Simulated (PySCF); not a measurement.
C2H5F3OSi (SMILES CO[SiH2]C(F)(F)F)

Input file:

```
{"job": {"kind": "nmr", "xc": "PBE0", "basis": "pcSseg-1"}, "charge": 0, "multiplicity": 1}
C      2.089011    -0.316866    -0.220395
O      0.693659    -0.320781    -0.083680
Si    -0.280691     0.558506     0.837343
C     -1.996959    -0.178738     0.335369
F     -2.144494    -1.480519     0.646116
F     -2.278485    -0.071624    -0.976397
F     -2.996416     0.465468     0.977969
H      2.346011    -1.014646    -1.016750
H      2.448272     0.680290    -0.478177
H      2.563605    -0.633855     0.709351
H     -0.310810     1.978702     0.500844
H     -0.131504     0.333377     2.271817
```

Command:

```sh
OMP_NUM_THREADS=1 python probes_run.py task.json out
```

Geometry: GFN2-xTB.

Computed with PySCF, PBE0/pcSseg-1, SCF density, gas phase, non-relativistic.

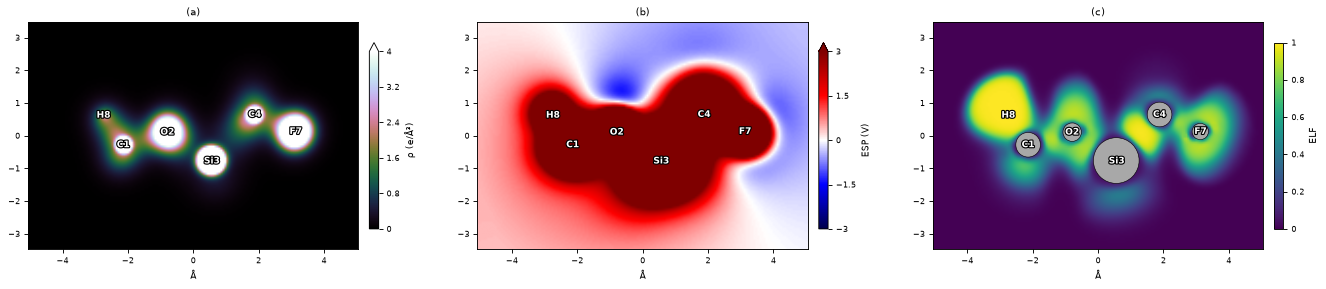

Figure 1. (a) electron density; (b) electrostatic potential; (c) ELF on the plane of atoms C1, O2 and Si3. Grey discs cover the atomic cores in the ELF map.

What does the map show?

The plane passes through C, O, Si, F and H nuclei. C–F (1.35 Å): ρ at the midpoint is about 2.3 e/Å³, with its minimum of 1.8 e/Å³ about 0.5 Å from C; the ELF peaks at about 0.85 between the atoms: a polar covalent bond. C–O (1.40 Å): ρ at the midpoint is about 2 e/Å³, with its minimum of 1.7 e/Å³ about 0.5 Å from C; the ELF peaks at about 0.90 between the atoms: a polar covalent bond. Si–O (1.60 Å): ρ at the midpoint is about 1.2 e/Å³; the ELF peaks at about 0.85 between the atoms (a polar covalent bond). C–Si (1.93 Å): ρ at the midpoint is about 0.96 e/Å³; the ELF peaks at about 1 between the atoms, as expected for a shared electron pair. C–H (1.09 Å): the density is about 2.1 e/Å³ at the midpoint; the ELF climbs to about 1 towards the hydrogen, as it does in any bond to H; a covalent bond by its length. The ELF also peaks beside F7 and O2, away from the bonds: lone-pair regions. Outside the dense part of the molecule the potential is most negative (−1.4 V) near O2.

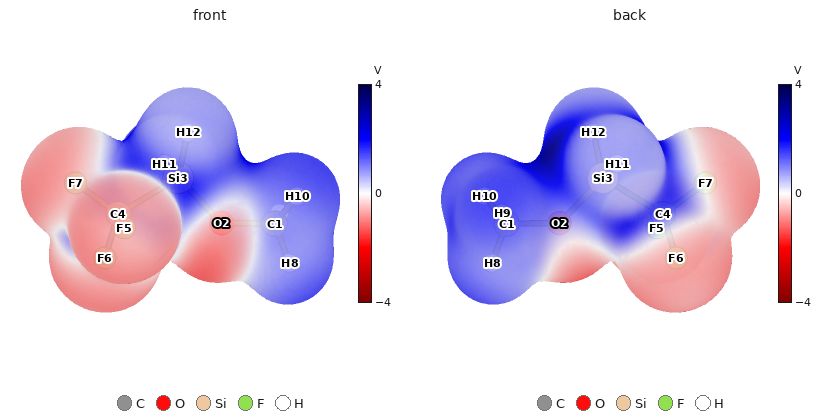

Figure 2. The molecular electrostatic potential painted on the density surface at 0.004 e/bohr³, seen from the front and from behind; the colour scale runs from red (negative) to blue (positive).

Which sites attract a positive test charge, and which a negative one?

A positive charge is drawn to the negative regions and a negative charge to the positive ones. The most negative region (about −1.2 V) lies over O2, the most positive (about +3.1 V) over Si3. O2 is the likeliest acceptor of a hydrogen bond.

What dipole moment does the calculation give?

Its dipole moment is 4.04 D.
